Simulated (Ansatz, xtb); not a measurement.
**Ligand exchange: BH2(NH2) + H3NO → BH2(OH) + N2H4**

Species: BH2(NH2), singlet; H3NO (hydroxylamine) `NO`, singlet; BH2(OH), singlet; N2H4 `NN`, singlet. The partners trade NH2 for OH: B–NH2 and N–OH bonds give way to B–OH and N–NH2.

Shapes, held fixed at every level: PBE0-D4/def2-TZVP. Flexible molecules stand in one conformer, not always the lowest. Programs: Ansatz 0.2.0, xtb 6.7.1. The zero-point and thermal change to 298 K, harmonic and unscaled (PBE0-D4/def2-TZVP), is +0.6 kJ/mol.

| level | kind | ΔH(298 K) (kJ/mol) | less CCSD(T)/CBS estimate |
| --- | --- | --- | --- |
| GFN1-xTB | semi-empirical | -65.0 | -12.2 |
| HF/def2-SVP | Hartree–Fock | -64.2 | -11.4 |
| SPW92/def2-TZVPP | LDA | -45.5 | +7.3 |
| r2SCAN0-D4/def2-TZVPP | global hybrid | -51.4 | +1.4 |
| MP2/def2-TZVPP | perturbation theory | -55.9 | -3.1 |
| CCSD/def2-SVP | coupled cluster or CI | -55.0 | -2.2 |
| CCSD/def2-TZVPP | coupled cluster or CI | -53.0 | -0.2 |
| CCSD(T)/CBS estimate | coupled cluster or CI | -52.8 | 0.0 |

The highest level, CCSD(T)/CBS estimate, gives ΔH(298 K) = -52.8 kJ/mol; the levels span -65.0 to -45.5. The column of differences is taken from that level and isn't an error. No measured value is set beside it here. The CBS estimate extrapolates MP2 from def2-TZVPP and def2-QZVPP and adds CCSD(T) − MP2 in the triple-zeta set, cores frozen.

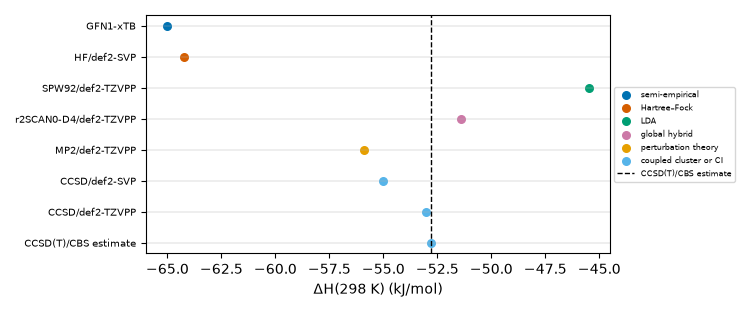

The values of the table, level by level.
